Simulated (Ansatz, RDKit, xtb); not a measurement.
**C3H6GeO2: which of the isomers drawn lies lowest?**

A sample of isomers of C3H6GeO2 is drawn. Aim: find which of them has the lowest free energy at 298.15 K, then its properties. The sample is small against all isomers, and the most stable one of this formula need not be in it.

The funnel: GFN2-xTB relaxations, single points with a density functional, relaxations at B3LYP-D3(BJ)/def2-SVP, harmonic vibrations (at GFN2-xTB), and a last energy at a higher level. All values are calculated.

## Step 1: Candidates

Isomers were taken from a list of plausible structures; this is a sample, not all of them. That gives 3 candidates.

```csv
label,SMILES,spin
c070,O=C[C@@H]1O[C@H]1[GeH3],singlet
c935,O=C[C@@]1([GeH3])CO1,singlet
c955,O=C[C@@H]1O[C@@H]1[GeH3],singlet
```

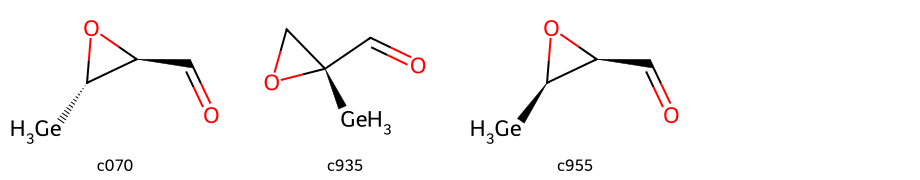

Structural formulas of the candidates.

Candidates are built by distance geometry, with a force field where one applies, in up to four conformers (letters a to d).

## Step 2: First filter: tight binding

All 6 starts are relaxed the same way. One of them, c955a (taken from a list of positional isomers, embedded by distance geometry and UFF), in full:

Input file start.xyz:

```xyz
12
c955a
C      0.718159    -1.413171     0.612982
C      0.889603    -0.002445     0.175821
C      2.002388     0.696236     0.692606
Ge     3.239592    -0.068983     1.956753
O     -0.218536    -1.688901     1.414395
O      2.127947     0.110002    -0.578631
H      1.335581    -2.245767     0.310988
H      0.061187     0.434293    -0.363729
H      1.987616     1.889359     0.554480
H      4.618634     0.682437     1.934300
H      2.660039    -0.014772     3.392587
H      3.550046    -1.564600     1.567968
```

Run with:

```console
$ xtb start.xyz --gfn 2 --opt
```

Standard output (excerpt; [...] marks lines left out):

```text
* xtb version 6.7.1
[...]
          :  # basis functions                  36          :
[...]
          :  # electrons                        34          :
[...]
          :  Hamiltonian                  GFN2-xTB          :
[...]
          :  net charge                          0          :
          :  unpaired electrons                  0          :
[...]
   *** convergence criteria satisfied after 13 iterations ***
[...]
   *** GEOMETRY OPTIMIZATION CONVERGED AFTER 26 ITERATIONS ***
[...]
   *** convergence criteria satisfied after 3 iterations ***
[...]
         ::                     SUMMARY                     ::
         :::::::::::::::::::::::::::::::::::::::::::::::::::::
         :: total energy             -19.472591578824 Eh    ::
         :: gradient norm              0.000302914013 Eh/a0 ::
         :: HOMO-LUMO gap              3.535736298217 eV    ::
         ::.................................................::
         :: SCC energy               -19.642189432575 Eh    ::
         :: -> isotropic ES            0.035102041973 Eh    ::
         :: -> anisotropic ES          0.000432114973 Eh    ::
         :: -> anisotropic XC          0.000898068468 Eh    ::
         :: -> dispersion             -0.007431681551 Eh    ::
         :: repulsion energy           0.169597853751 Eh    ::
         :: add. restraining           0.000000000000 Eh    ::
         :: total charge               0.000000000000 e     ::
         :::::::::::::::::::::::::::::::::::::::::::::::::::::
[...]
        17        2.0000           -0.4218243             -11.4784 (HOMO)
        18                         -0.2918884              -7.9427 (LUMO)
[...]
     #   Z          covCN         q      C6AA      α(0)
     1   6          2.757     0.205    23.644     7.963
     2   6          3.740     0.087    19.217     6.255
     3   6          3.643     0.056    19.978     6.426
     4  32          3.716     0.086   170.135    23.418
     5   8          0.856    -0.303    19.835     5.971
     6   8          1.706    -0.301    19.013     5.887
     7   1          0.921     0.050     2.324     2.384
     8   1          0.925     0.057     2.233     2.337
     9   1          0.925     0.041     2.441     2.443
    10   1          0.939     0.005     2.967     2.693
    11   1          0.939     0.001     3.046     2.729
    12   1          0.940     0.018     2.767     2.601
[...]
     #   Z sym  total        # sym  WBO       # sym  WBO       # sym  WBO
 ---------------------------------------------------------------------------
     1   6      3.921 --     5      1.918     2      1.024     7      0.907
     2   6      3.912 --     1      1.024     8      0.955     6      0.939
                             3      0.922
     3   6      3.871 --     9      0.962     6      0.956     2      0.922
                             4      0.845
     4  32      3.556 --    10      0.865    12      0.865    11      0.863
                             3      0.845
     5   8      2.117 --     1      1.918
     6   8      2.040 --     3      0.956     2      0.939
     7   1      0.998 --     1      0.907
     8   1      0.997 --     2      0.955
     9   1      0.998 --     3      0.962
    10   1      1.000 --     4      0.865
[...]
molecular dipole:
                 x           y           z       tot (Debye)
 q only:        0.749       0.450       0.543
   full:        0.618       0.686       0.182       2.392
molecular quadrupole (traceless):
[...]
          | TOTAL ENERGY              -19.472591578824 Eh   |
          | GRADIENT NORM               0.000302914013 Eh/α |
          | HOMO-LUMO GAP               3.535736298217 eV   |
           -------------------------------------------------
[...]
```

Run time: 0.12 s. Hardware: 2 threads of Arm Neoverse V2, shared host.

## Step 3: Distinct minima at GFN2-xTB

6 of the 6 relaxations converged; 2 ended on a minimum already found. 4 distinct structures remain:

```csv
label,start,SMILES after,spin,energy (kcal/mol)
c935a,drawn,O=C[C@@]1([GeH3])CO1,singlet,0.0
c955a,drawn,O=C[C@@H]1O[C@@H]1[GeH3],singlet,3.9
c070a,drawn,O=C[C@@H]1O[C@H]1[GeH3],singlet,4.4
c070b,drawn,O=C[C@@H]1O[C@H]1[GeH3],singlet,7.2
```

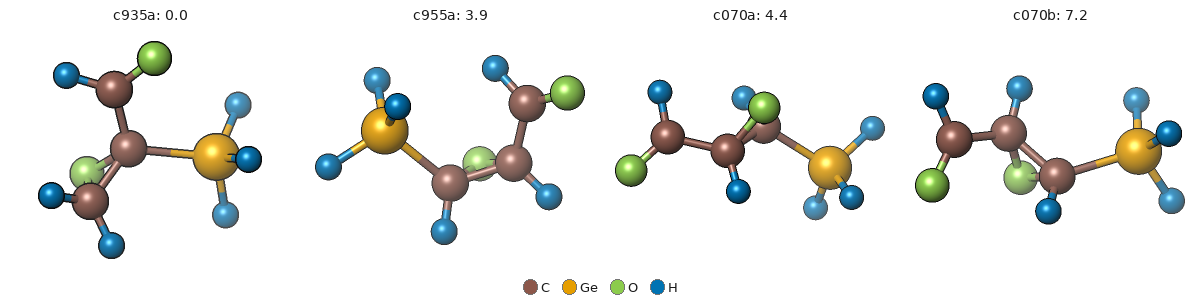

The 4 lowest minima that did not fall apart, with their GFN2-xTB energies in kcal/mol.

## Step 4: Screening with a density functional

A choice of the minima (the low ones first, few conformers of a pattern, up to a cap) and the lowest that fell apart get a single point at r2SCAN-D4/def2-SVP on the tight-binding geometry, and one at HF/STO-3G for comparison. The lowest singlets are also tried as triplets at the same geometry (label ending in t). The first, c935a:

Input file input.yaml:

```yaml
crystal:
  periodic: [false, false, false]
  atoms:
    - {symbol: C, position_ang: [1.931984, 0.844906, 1.185254]}
    - {symbol: C, position_ang: [1.910927, 0.151156, -0.112161]}
    - {symbol: C, position_ang: [2.492867, 0.818507, -1.292695]}
    - {symbol: Ge, position_ang: [0.336721, -1.032064, -0.255921]}
    - {symbol: O, position_ang: [0.953433, 0.827296, 1.886102]}
    - {symbol: O, position_ang: [3.140985, -0.233364, -0.674355]}
    - {symbol: H, position_ang: [2.865670, 1.354492, 1.479373]}
    - {symbol: H, position_ang: [0.305963, -1.963131, 0.901137]}
    - {symbol: H, position_ang: [-0.900399, -0.205279, -0.305639]}
    - {symbol: H, position_ang: [0.482630, -1.797385, -1.531290]}
    - {symbol: H, position_ang: [2.052110, 0.611976, -2.263426]}
    - {symbol: H, position_ang: [2.955442, 1.794608, -1.186109]}
basis:
  gaussian:
    orbitals: def2-SVP
hamiltonian:
  xc: {name: r2SCAN}
  dispersion: d4
scf:
  lower_state_search: "off"
output:
  orbitals: {seedname: orbitals}
```

Run with:

```console
$ ansatz run input.yaml --threads 2 --pin off --max-ram 5220MiB --events-out events.jsonl --progress --plain --runs-dir runs
```

Standard output (excerpt; [...] marks lines left out):

```text
Warning: RAYON_NUM_THREADS=2 ignored (pool sized by the plan → 2); use --threads N
Functional definition: r2SCAN
  name "r2SCAN"
[...]
1459 factors; their error is unknown
[...]
mean field -63802.28423154 eV, -2344.6906987676 hartree, gradient 7.9e-6 eV, S^2 0.000000; 0 other end points of the search recorded, 0 dependent functions left out
reference -63802.28424160 eV, -2344.6906991372 hartree; 36, 36 occupied and 96, 96 virtual orbitals, 1459 factors
Total energy: -63802.35309419 eV, -2344.6932294232 hartree
Checks for a lower state left out: stability, starts, cluster_reference, orbital_swaps, neighbouring_geometries, increment
```

Wall time 3.3 s (2 threads of Arm Neoverse V2, shared host); peak memory 0.17 GiB.

Relative energies in kcal/mol, each column from its lowest structure that stays in one piece:

```csv
label,SMILES,spin,GFN2-xTB,HF/STO-3G,r2SCAN-D4/def2-SVP
c935a,O=C[C@@]1([GeH3])CO1,singlet,0.0,0.3,0.0
c070a,O=C[C@@H]1O[C@H]1[GeH3],singlet,4.4,0.0,1.5
c955a,O=C[C@@H]1O[C@@H]1[GeH3],singlet,3.9,2.3,3.5
c070b,O=C[C@@H]1O[C@H]1[GeH3],singlet,7.2,1.3,3.6
c935at,O=C[C@@]1([GeH3])CO1,triplet,–,–,79.2
c070at,O=C[C@@H]1O[C@H]1[GeH3],triplet,–,–,80.3
```

## Step 5: Refinement at B3LYP-D3(BJ)/def2-SVP

3 candidates are relaxed at B3LYP-D3(BJ)/def2-SVP (chosen among the lowest in one piece). The first, c935a:

input.yaml: that of step 4 with these lines changed.

```diff
@@ -16,10 +16,5 @@
 basis:
-  gaussian:
-    orbitals: def2-SVP
-hamiltonian:
-  xc: {name: r2SCAN}
-  dispersion: d4
-scf:
-  lower_state_search: "off"
-output:
-  orbitals: {seedname: orbitals}
+  gaussian: {orbitals: def2-SVP}
+hamiltonian: {xc: {name: B3LYP}, dispersion: d3bj}
+scf: {lower_state_search: "off"}
+relax: {f_tol: 0.006}
```

Run with:

```console
$ ansatz run input.yaml --threads 2 --pin off --max-ram 5220MiB --events-out events.jsonl --progress --plain --runs-dir runs
```

Standard output (excerpt; [...] marks lines left out):

```text
Warning: RAYON_NUM_THREADS=2 ignored (pool sized by the plan → 2); use --threads N
[...]
Functional definition: B3LYP
  name "B3LYP"
[...]
1452 factors; integrals over basis functions are off by at most 3.1e-4 eV
[...]
mean field -63807.54410461 eV, -2344.8839955378 hartree, gradient 7.5e-6 eV, S^2 0.000000; 0 other end points of the search recorded, 0 dependent functions left out
[...]
reference -63807.54435563 eV, -2344.8840047624 hartree; 36, 36 occupied and 96, 96 virtual orbitals, 1452 factors
relax step   1: F+E_penalty+E_count = -63808.02474004 eV  Δ(F+E_penalty+E_count) = +0.000e0 eV  max|allowed force component| = 1.125e0 eV/Å  Δτ_max = 0.0000 Å  (16 SCF iters, accepted)
[...]
relax step   4: F+E_penalty+E_count = -63808.17454334 eV  Δ(F+E_penalty+E_count) = -1.940e-2 eV  max|allowed force component| = 3.261e-1 eV/Å  Δτ_max = 0.0457 Å  (22 SCF iters, accepted)
[...]
Atom 3 at     0.302926    -1.062031    -0.294925 Å, force    -0.001135     0.000719     0.002848 eV/Å
Atom 4 at     1.031354     0.999476     1.999195 Å, force    -0.004682    -0.000759     0.002255 eV/Å
Atom 5 at     3.114546    -0.265465    -0.588795 Å, force    -0.002478     0.000435     0.001153 eV/Å
Atom 6 at     2.938567     1.388293     1.388930 Å, force     0.002945     0.000998    -0.000972 eV/Å
Atom 7 at     0.330468    -2.100259     0.837623 Å, force     0.000181     0.001226    -0.001631 eV/Å
Atom 8 at    -1.017589    -0.274746    -0.282734 Å, force     0.001277    -0.000754    -0.000048 eV/Å
Atom 9 at     0.495573    -1.749502    -1.660436 Å, force    -0.000733    -0.000379     0.000431 eV/Å
Atom 10 at     2.090595     0.574855    -2.263493 Å, force    -0.000276    -0.002554     0.001181 eV/Å
Atom 11 at     2.973894     1.778720    -1.161417 Å, force     0.000511     0.000033     0.001980 eV/Å
Dipole moment:     0.070353     0.175656    -0.434063 e Å
Checks for a lower state left out: stability, starts, cluster_reference, orbital_swaps, neighbouring_geometries, increment
```

Wall time 42 s (2 threads of Arm Neoverse V2, shared host); peak memory 0.31 GiB.

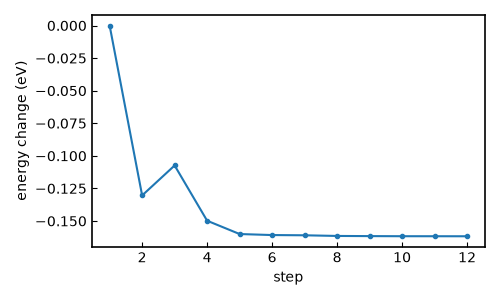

Energy along the run, all evaluated steps.

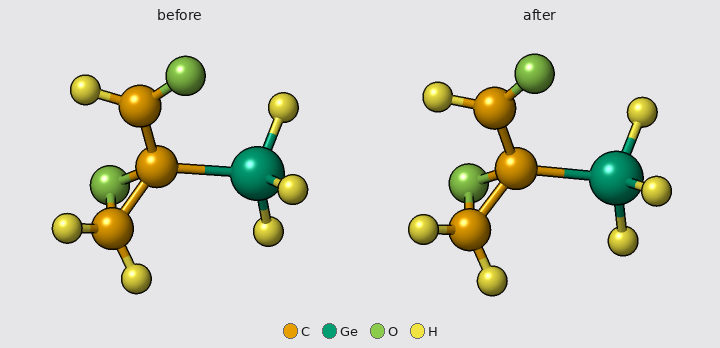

Before and after, at one scale.

After the run. Bond lengths: C1–C2 1.496 Å, C2–C3 1.487 Å, C2–Ge4 1.980 Å, C1–O5 1.206 Å, C2–O6 1.440 Å, C3–O6 1.404 Å, C1–H7 1.122 Å, Ge4–H8 1.537 Å, Ge4–H9 1.537 Å, Ge4–H10 1.541 Å, C3–H11 1.098 Å, C3–H12 1.099 Å. Some angles: C1–C2–C3 116.6°, C1–C2–Ge4 116.9°, C1–C2–O6 113.2°, C3–C2–Ge4 121.3°, C3–C2–O6 57.3°, Ge4–C2–O6 117.5°, C2–C1–O5 123.5°, C2–C3–O6 59.6°, C2–O6–C3 63.1°, C2–C1–H7 114.1°.

## Step 6: After refinement

```csv
label,spin,r2SCAN-D4/def2-SVP (kcal/mol),"B3LYP-D3(BJ)/def2-SVP, relaxed (kcal/mol)",time
c935a,singlet,0.0,0.0,42 s
c070a,singlet,1.5,2.1,48 s
c955a,singlet,3.5,3.7,87 s
```

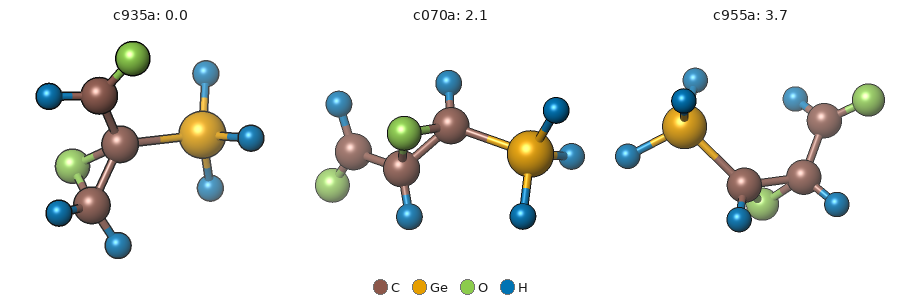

The relaxed structures, with energies at B3LYP-D3(BJ)/def2-SVP in kcal/mol.

[end of part 1 of 2]
